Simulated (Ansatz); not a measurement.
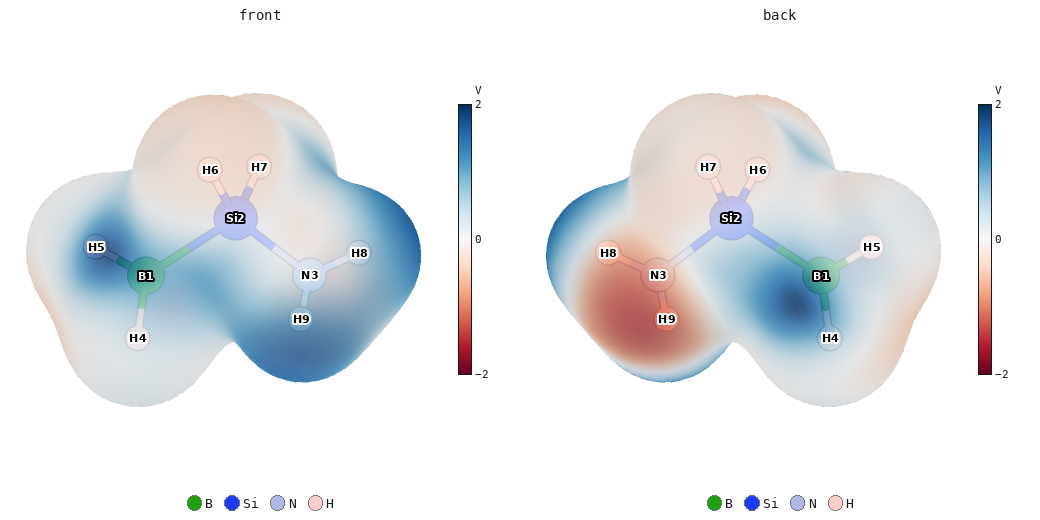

Figure. BH6NSi (SMILES B[SiH2]N). The electrostatic potential painted on the density surface at 0.002 e/bohr³, seen from the front and from behind; the colour scale runs from red (negative) to blue (positive).

Theory: RKS r2SCAN-D4/def2-SVP in Ansatz 0.2.0.

```yaml
atoms:
  - { symbol: B, position_ang: [-1.0247, 0.7354, -1.0431] }
  - { symbol: Si, position_ang: [0.5966, 0.2009, 0.0056] }
  - { symbol: N, position_ang: [0.3308, -1.2682, 0.8990] }
  - { symbol: H, position_ang: [-2.1387, 0.3647, -0.7504] }
  - { symbol: H, position_ang: [-0.9338, 1.5198, -1.9586] }
  - { symbol: H, position_ang: [0.8937, 1.4445, 0.8240] }
  - { symbol: H, position_ang: [1.8166, -0.0014, -0.8380] }
  - { symbol: H, position_ang: [1.0917, -1.6724, 1.4379] }
  - { symbol: H, position_ang: [-0.5437, -1.3696, 1.4066] }
```

Q: Which sites attract a positive test charge, and which a negative one?

A: A positive charge is drawn to the negative regions and a negative charge to the positive ones. The most negative region (about −1.3 V, or −30 kcal/mol for a unit charge) lies over N3, the most positive (about +1.8 V, or +42 kcal/mol for a unit charge) over B1. N3 is the likeliest acceptor of a hydrogen bond.
